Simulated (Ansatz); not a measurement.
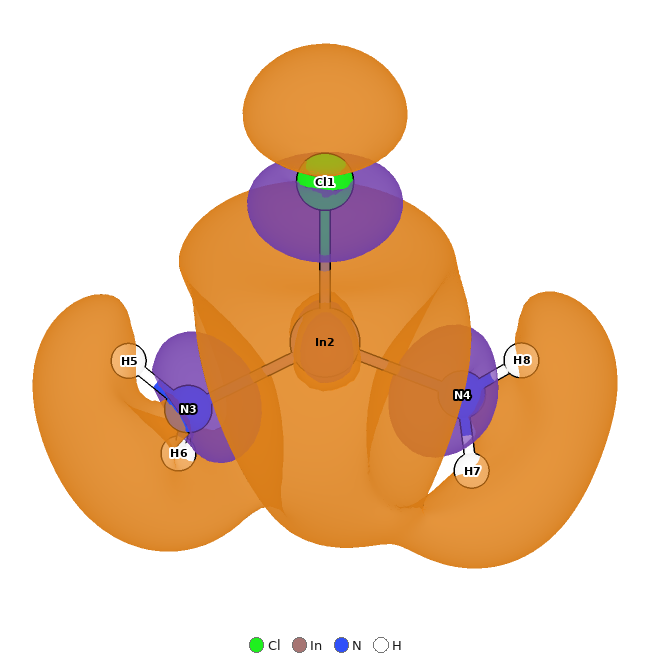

Figure 1: ClH$_{4}$InN$_{2}$ (SMILES [NH2][In]([NH2])[Cl]). One frontier orbital at ±0.05 Å⁻³ᐟ² (orange and purple are the two phases), seen at a tilt.

Geometry: PBE0-D4/def2-SVP; core potentials replace the inner electrons of In.

Level of theory: Ansatz 0.2.0, isolated molecule in a Gaussian basis; Kohn-Sham density functional theory, functional PBE0.

Input

```
crystal:
  periodic: [false, false, false]
  atoms:
    - {symbol: Cl, position_ang: [-1.778447, -1.098826, -1.848262]}
    - {symbol: In, position_ang: [-0.275190, -0.170024, -0.285973]}
    - {symbol: "N", position_ang: [-0.181419, 1.850235, -0.255668]}
    - {symbol: N, position_ang: [0.746896, -1.500848, 0.843377]}
    - {symbol: H, position_ang: [-0.982726, 2.315205, -0.675433]}
    - {symbol: H, position_ang: [0.005516, 2.276135, 0.648666]}
    - {symbol: H, position_ang: [1.689170, -1.229076, 1.112487]}
    - {symbol: H, position_ang: [0.776190, -2.442801, 0.460805]}
basis:
  gaussian:
    orbitals: def2-TZVPD
hamiltonian:
  xc: pbe0
output:
  forces: true
  orbitals: {seedname: orbitals}
```

Launched as:

```sh
ansatz run input.yaml --threads 2 --pin off --max-ram 5220MiB --events-out events.jsonl --progress --plain --runs-dir runs
```

Which orbital is it: HOMO or LUMO?

Answer. The LUMO, at −1.59 eV. By Hirshfeld shares it lies mainly on In2 (about 50 %), Cl1 (about 10 %), N3 (about 10 %) and N4 (about 10 %).
